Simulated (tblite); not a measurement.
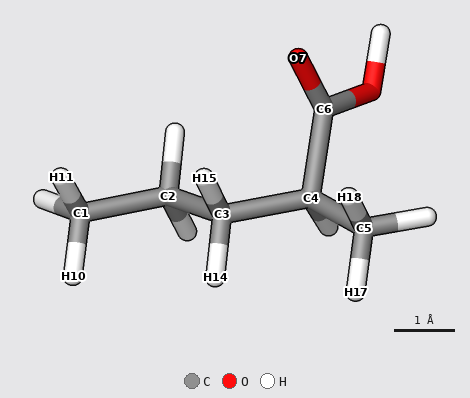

**Figure 1.** The starting structure (stick view, seen at a tilt; atoms are numbered from 1 in the order of the input). Bond lengths as drawn: C–C 1.51 to 1.53 Å, C–H 1.09 Å, C–O 1.20 to 1.34 Å and H–O 0.97 Å.

Run report: C6H12O2, molecular dynamics

- system: C6H12O2 (2-methylpentanoic acid)
- method: GFN2-xTB Langevin dynamics, gas phase (tblite 0.8.0)

The input
```
{"job": {"kind": "md", "xc": "GFN2-xTB", "basis": "xTB", "temperature": 400, "steps": 2000, "every": 50}, "charge": 0, "multiplicity": 1}
C     -2.789641     0.604498    -0.053105
C     -1.319790     0.767337    -0.419016
C     -0.520358    -0.490052    -0.084546
C      0.959441    -0.353629    -0.452154
C      1.696390    -1.686614    -0.283690
C      1.626615     0.655219     0.456610
O      1.499487     0.715874     1.649533
O      2.428586     1.487888    -0.221570
H     -3.347134     1.506742    -0.291828
H     -3.229207    -0.225417    -0.602179
H     -2.896023     0.406107     1.010681
H     -0.901627     1.616808     0.125622
H     -1.233028     0.981166    -1.487242
H     -0.942876    -1.341993    -0.621413
H     -0.592711    -0.690743     0.986097
H      1.065482    -0.004534    -1.482839
H      1.238605    -2.445772    -0.913283
H      1.642331    -2.011330     0.752864
H      2.742532    -1.586662    -0.564800
H      2.867781     2.105785     0.384736
```

The first line tells a small driver script what to run in tblite; the rest is the geometry in Å.

Launched with:
```bash
OMP_NUM_THREADS=1 python <driver script> task.json out
```

Output
```
t/fs     T/K      E/eV
    0.0   328.5   -737.94539
   25.0   239.6   -737.40234
   50.0   284.8   -737.39503
   75.0   319.8   -737.16587
  100.0   354.0   -736.84365
  125.0   341.1   -737.01817
  150.0   320.5   -736.85452
  175.0   458.6   -737.21255
  200.0   546.5   -737.13540
  225.0   437.8   -736.98506
  250.0   365.6   -736.74057
  275.0   426.2   -736.70265
  300.0   506.7   -736.87757
  325.0   475.7   -736.78282
  350.0   436.4   -736.86499
  375.0   381.7   -736.74191
  400.0   531.2   -737.11770
  425.0   354.1   -736.88098
  450.0   411.4   -737.08134
  475.0   353.8   -737.01394
  500.0   405.1   -736.98764
  525.0   321.8   -737.12219
  550.0   338.3   -737.02791
  575.0   374.8   -737.20327
  600.0   229.6   -737.02527
  625.0   356.1   -737.28030
  650.0   300.6   -737.15267
  675.0   381.4   -736.96589
  700.0   319.5   -736.86223
  725.0   371.1   -736.77467
  750.0   478.7   -736.94106
  775.0   397.4   -737.01248
  800.0   356.9   -737.08117
  825.0   416.7   -737.21716
  850.0   446.6   -737.19135
  875.0   433.1   -736.84546
  900.0   387.8   -736.84590
  925.0   379.0   -736.79990
  950.0   476.0   -736.96836
  975.0   393.4   -736.98464
 1000.0   491.4   -737.02622
```

Trajectory as extended XYZ (Å, eV, eV/Å), 5 of the 41 frames kept, from step=0 to step=40
```
20
Properties=species:S:1:pos:R:3:forces:R:3 step=0 time_fs=0.0 energy=-737.94539 temperature=328.5
C    -2.7896    0.6045   -0.0531   -0.0054   0.0010  -0.0004
C    -1.3198    0.7673   -0.4190    0.0017  -0.0041   0.0007
C    -0.5204   -0.4901   -0.0845    0.0039  -0.0010  -0.0008
C     0.9594   -0.3536   -0.4522   -0.0011  -0.0061  -0.0022
C     1.6964   -1.6866   -0.2837   -0.0009   0.0017   0.0012
C     1.6266    0.6552    0.4566   -0.0062  -0.0034  -0.0016
O     1.4995    0.7159    1.6495    0.0065   0.0046  -0.0008
O     2.4286    1.4879   -0.2216   -0.0032  -0.0016   0.0040
H    -3.3471    1.5067   -0.2918   -0.0005   0.0093  -0.0019
H    -3.2292   -0.2254   -0.6022   -0.0017  -0.0055  -0.0005
H    -2.8960    0.4061    1.0107    0.0003   0.0019   0.0046
H    -0.9016    1.6168    0.1256   -0.0027  -0.0059   0.0026
H    -1.2330    0.9812   -1.4872    0.0073   0.0010  -0.0002
H    -0.9429   -1.3420   -0.6214    0.0012   0.0049   0.0000
H    -0.5927   -0.6907    0.9861   -0.0025  -0.0038  -0.0007
H     1.0655   -0.0045   -1.4828    0.0023  -0.0011  -0.0027
H     1.2386   -2.4458   -0.9133    0.0046   0.0042   0.0012
H     1.6423   -2.0113    0.7529    0.0007  -0.0013  -0.0015
H     2.7425   -1.5867   -0.5648   -0.0060   0.0040   0.0017
H     2.8678    2.1058    0.3847    0.0017   0.0013  -0.0027
20
Properties=species:S:1:pos:R:3:forces:R:3 step=10 time_fs=250.0 energy=-736.74057 temperature=365.6
C    -2.9339    0.5958    1.4283    1.6692  -2.1487   0.2662
C    -1.5881    0.9021    0.6511   -1.4655  -1.6935   0.6340
C    -0.8556   -0.4872    0.4117   -2.3196   0.1694  -0.3291
C     0.5782   -0.3483   -0.2410   -1.8623   0.2343   1.1170
C     1.2607   -1.7094   -0.0699   -1.2062  -0.1319  -0.0614
C     1.3793    0.7673    0.5170   -0.5113  -1.2953  -2.3288
O     1.9849    0.5863    1.5175    0.3837  -0.0623   1.3507
O     1.5053    1.8682   -0.2254    0.7957   0.9055   0.5448
H    -3.4233    1.4581    1.8528    0.1683   0.0248   0.0554
H    -3.6574   -0.0060    0.8413    0.4943   0.6537   0.0369
H    -2.5564   -0.1560    2.2224   -1.0785   1.4492  -0.5543
H    -1.0362    1.5863    1.2606    0.7013   0.0114   0.5286
H    -1.8522    1.4561   -0.2123   -0.0045   0.1347  -1.2656
H    -1.6169   -1.1920   -0.2370    1.9557   1.7152   0.9350
H    -0.9651   -0.9777    1.4145    1.1637   0.2730  -0.8042
H     0.3234   -0.0627   -1.3029    0.9181  -0.2000   0.9867
H     0.7061   -2.4473   -0.6648    0.0400   0.0947   0.4583
H     1.3954   -2.0312    0.9621   -0.7986   0.2077   0.1207
H     2.2399   -1.7264   -0.4027    1.9910   0.3358  -1.1769
H     2.1944    2.4744    0.1936   -1.0345  -0.6776  -0.5139
20
Properties=species:S:1:pos:R:3:forces:R:3 step=20 time_fs=500.0 energy=-736.98764 temperature=405.1
C    -2.6900   -0.3877    1.4391   -0.3985   2.7320  -0.1334
C    -1.4057    0.1946    0.7373   -1.3745  -0.7845   2.4745
C    -0.4032   -0.9155    0.8581    0.9261   1.0383  -0.8885
C     0.8600   -0.4508    0.1346    1.3292   0.0461  -0.4147
C     1.9594   -1.5274    0.3726   -0.0715   1.2033   1.8683
C     1.3554    0.9139    0.7017   -0.4386  -0.5780  -0.5549
O     1.7432    1.0569    1.8318    0.0380  -0.1910  -0.1478
O     1.3084    1.9908   -0.1366   -0.2790  -1.9702   0.0094
H    -3.4205    0.4707    1.7157    0.7586  -1.5861  -1.0787
H    -3.0099   -1.1641    0.7817   -1.0703   0.0938  -0.6789
H    -2.5826   -0.9154    2.3418    0.9771  -0.2481   1.3977
H    -0.9902    1.1250    1.1489   -0.5971  -0.2638   0.0170
H    -1.7145    0.2918   -0.2598   -0.0550   0.6767  -1.4074
H    -0.7560   -1.7017    0.2196   -0.2494  -1.0350   0.4922
H    -0.1999   -1.1418    1.9028   -0.0397  -0.2994  -0.2232
H     0.6383   -0.3966   -0.9586    0.2433   0.3704   0.7210
H     1.5638   -2.5205    0.2462    0.0282  -0.1468  -0.4284
H     2.2113   -1.4382    1.4754   -0.0455  -0.1552  -1.1347
H     2.8659   -1.3282   -0.1828   -0.0594  -0.1893  -0.2074
H     1.7246    2.6618    0.3807    0.3780   1.2870   0.3180
20
Properties=species:S:1:pos:R:3:forces:R:3 step=30 time_fs=750.0 energy=-736.94106 temperature=478.7
C    -2.6987   -1.1200    1.3658    0.3264  -0.0485   0.1672
C    -1.6043   -0.1301    0.9883   -0.7060   0.9974   0.4778
C    -0.3240   -0.7957    1.2877    1.8672   0.0789   0.1579
C     0.9545   -0.2818    0.5361   -0.0639  -0.9751   1.0781
C     2.0249   -1.3907    0.4109   -0.9029   0.1310   0.5094
C     1.6636    0.9701    1.1042   -2.3427  -2.0996  -1.4754
O     2.3433    0.9460    2.0724    0.8441   0.8693   0.7734
O     1.3491    1.9855    0.2936    1.3218   0.7855   1.1814
H    -3.5582   -0.4899    1.3132   -1.2361  -0.5973  -0.3110
H    -2.5941   -1.9627    0.6557   -0.8783   0.4841   0.3810
H    -2.6367   -1.5392    2.3844    0.2245   0.3921  -0.3850
H    -1.8196    0.8734    1.3983    0.4701  -0.4243   0.2405
H    -1.6429   -0.0231   -0.0694   -0.2493   0.3123  -1.0985
H    -0.6226   -1.7874    0.9721    1.2410  -0.6515  -0.1107
H    -0.0949   -0.8153    2.3298    0.0516  -0.0675   0.8895
H     0.5762   -0.0440   -0.4110   -0.2038   0.5576  -1.6767
H     1.5765   -2.2962   -0.0354    0.3834   0.3501   0.6561
H     2.5142   -1.5009    1.3794   -0.4396  -0.6106   0.0104
H     2.8017   -1.0494   -0.2178    0.7447   0.3433  -0.9966
H     1.8827    2.7349    0.6376   -0.4521   0.1725  -0.4687
20
Properties=species:S:1:pos:R:3:forces:R:3 step=40 time_fs=1000.0 energy=-737.02622 temperature=491.4
C    -2.8431   -1.1478    1.8527    1.3194   2.1399   1.7531
C    -1.5682   -0.5453    1.2804   -0.2960   2.5824  -0.6397
C    -0.2383   -1.1483    1.7322   -0.2141   1.0157  -0.1227
C     0.9247   -0.5678    0.9759    2.3871   1.0689  -2.1616
C     2.0061   -1.5498    0.3955   -0.2214  -2.0920   1.6714
C     1.8994    0.3766    1.7962   -2.7780  -0.2801  -1.8908
O     2.0630    0.2526    2.9579    0.7680  -0.2572   1.7411
O     2.3708    1.4090    1.0859    0.3050  -0.5648   0.2597
H    -3.6622   -0.5403    1.5078   -0.4211  -0.1504   0.0030
H    -2.9149   -2.1423    1.5784   -0.3744  -1.7871  -0.3834
H    -2.7248   -1.0311    2.9490   -0.5877  -0.3677  -0.4294
H    -1.6132    0.6337    1.4080    0.3460  -2.0642   0.2920
H    -1.6937   -0.6258    0.2009    0.5124  -0.2850  -0.3048
H    -0.3228   -2.1829    1.5841    0.0759  -1.5987  -0.4208
H     0.0000   -1.0216    2.7691   -0.3287   0.3347   0.8416
H     0.5870    0.0181    0.0771    0.0616  -0.2845   0.8055
H     1.6547   -2.5138   -0.0811   -0.2122   1.4012   0.1710
H     2.5914   -1.9600    1.2646   -0.3830   0.4053  -0.4617
H     2.7334   -1.0822   -0.2315   -0.0021   0.4500  -0.4950
H     2.9788    1.8681    1.6879    0.0431   0.3335  -0.2285
```

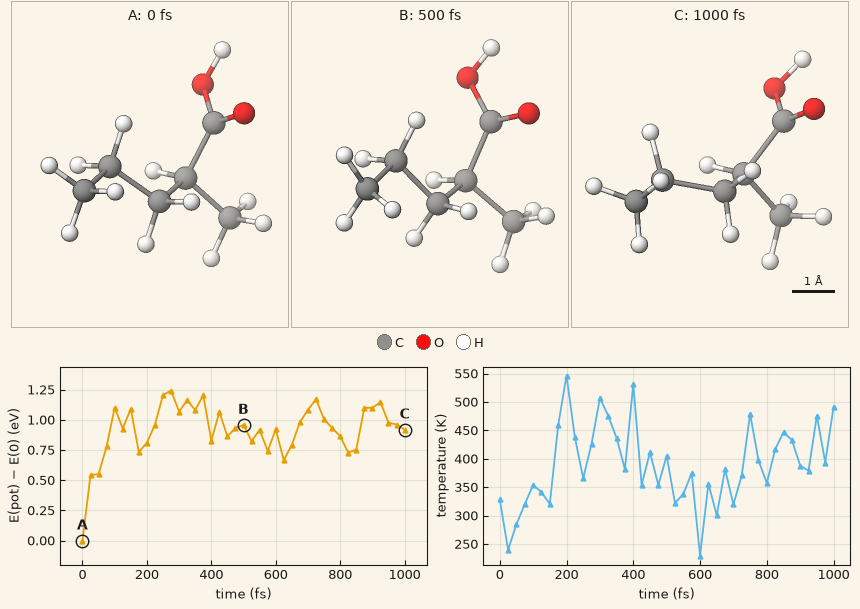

**Figure 2.** Frames of the molecular dynamics (ball-and-stick, seen at a tilt) above the curves, on which the letters mark them. The trajectory kept here has 41 frames over 1000 fs. The temperature starts at 328 K, ranges from 230 to 546 K and averages 384 K over the second half. The potential energy ends 0.919 eV above its first value. After an unweighted best fit of the last frame on the first, the root-mean-square displacement is 0.49 Å, and H20 has moved furthest (0.81 Å).

Results in brief

- outcome: finished
- mean temperature over the second half: 384 K
- trajectory: 41 frames kept, 1000 fs
- hardware: 1 CPU thread, shared host
- wall time: 13 s
- peak memory: 0.18 GiB
